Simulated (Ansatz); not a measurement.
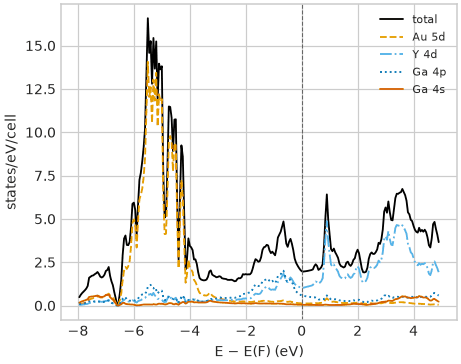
Fig. 1. Total and projected density of states of YGaAu in space group C2/m (No. 12; Y on 4i, Ga on 4i, Au on 4i), DFT-r²SCAN in the program Ansatz with PAW potentials

Q: Which orbitals carry the states next to the Fermi level?

A: Within 0.5 eV of the Fermi level: Y 4d 49 %, Ga 4p 31 %, Au 5d 6 %, outside the projected shells 6 %. Projections are on Löwdin-orthogonalised atomic valence shells; empty p or d shells of many metals are not among them.

Q: Where is the tallest occupied peak in this window, and what makes it?

A: Near -5.5 eV, about 17 states/eV per cell; the largest projected share is Au 5d.

The workflow started from a Materials Project entry (that database holds measured and hypothetical structures alike); the Crystallography Open Database copy checked does not list it. Its standing as an ambient phase is unchecked. The cell was relaxed with r²SCAN under the symmetry of its start; whether a distortion lowers the energy is not shown. No spin polarisation was allowed. Scalar-relativistic: spin–orbit coupling is off unless named, which matters more the heavier the elements.

Potentials: the later of the program's two PAW sets.
